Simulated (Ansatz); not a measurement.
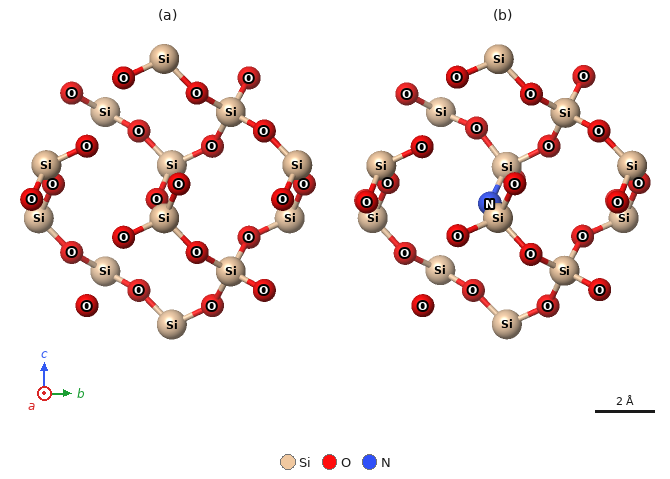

Left: perfect SiO2. Right: the same region with one point defect, after relaxing the atoms in a supercell of 54 sites. The picture is a ball-and-stick view of the atoms within 5.4 Å of one point, in a slice 5.0 Å thick across the line of sight, seen along the a axis.

Theory: Ansatz, DFT, PBE, plane-wave PAW, default files, scalar-relativistic, frozen cores. Set-up: plane-wave cutoff 420 eV; k-point mesh 3 × 3 × 2; occupations fermi dirac; smearing width 0.01 eV; no spin polarisation. A uniform background neutralises the charged cell. The axes drawn are those of the host's conventional cell.

> What kind of defect was made?

An oxygen atom is replaced by nitrogen.

The charge state of the cell is −1.

> How does the lattice respond?

In the host the O atom has 2 Si at 1.61 Å; the N atom ends with 2 Si at 1.62 Å. Of the host's atoms, an oxygen atom moves furthest from its site, by 0.22 Å. The N atom itself moves 0.23 Å from where it was put. Relaxing the atoms from the host's sites lowers the energy by 1.05 eV.

Limits of the set-up: the cell is charged, on a uniform background, and energies carry no finite-size correction.
